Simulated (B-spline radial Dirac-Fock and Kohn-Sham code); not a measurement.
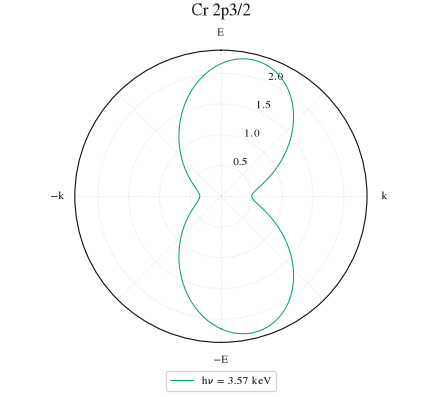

Angular distribution of photoelectrons from L3 (2p3/2) in the plane of the polarisation E (up) and the photon direction k (right), relative to an isotropic one. System: neutral Cr. Computed with a B-spline radial code: a Dirac–Hartree–Slater potential; 1 + βP₂(cos θ) + (δ + γ cos²θ) sin θ cos φ with E1 and E1–E2 terms. Open shells are averaged over j.

### What are β, γ and δ at 3.57 keV?

β = 1.155, γ = 0.906, δ = 0.079.
